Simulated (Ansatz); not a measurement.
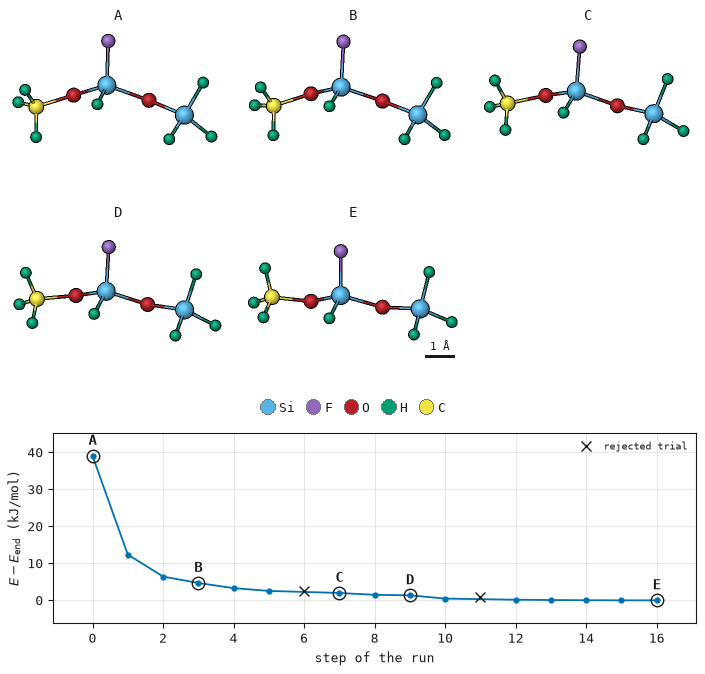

Frames of a relaxation of CH$_{7}$FO$_{2}$Si$_{2}$, marked on the history of the run. Style: ball-and-stick. Shown from a free direction.

The run prepares the start of a later molecular dynamics calculation, from a guessed geometry.

All numbers below come from RKS r2SCAN-D4/STO-3G in Ansatz. (no spin polarisation; force threshold 0.02 eV/Å; at most 40 steps)

Question: Describe the path.

Answer: The largest moves after the best rigid fit, 0.84 Å, are those of H atoms. By element the largest moves are H 0.84 Å, F 0.54 Å, Si 0.47 Å, O 0.37 Å, C 0.24 Å. Some distances before and after: F–Si 1.590 → 1.635 Å, C–O 1.420 → 1.458 Å, O–Si 1.679 → 1.712 Å, H–Si 1.460 → 1.454 Å. Bond angles that change, for instance: Si–O–C 125.0° → 109.9°, O–Si–O 109.5° → 101.7°, Si–O–Si 125.0° → 117.3°. Groups turn about O–Si by about 30°, O–Si by about 25°, C–O by about 20°. After 14 accepted moves (16 points after the start) the energy has fallen by 39.1 kJ/mol. Largest force component: 2.1 eV/Å at the start, 0.011 eV/Å at the end. The line search rejected the trial steps at points 6, 11 of the run. From step 0 to 3: an H atom moves most (0.18 Å), energy −34.4 kJ/mol. From step 3 to 7: H atoms move most (0.29 Å), energy −2.70 kJ/mol. From step 7 to 9: H atoms move most (0.21 Å), energy −0.64 kJ/mol. From step 9 to 16: H atoms move most (0.25 Å), energy −1.36 kJ/mol.

Limits of the set-up: STO-3G is a minimal basis, so the numbers are rough.
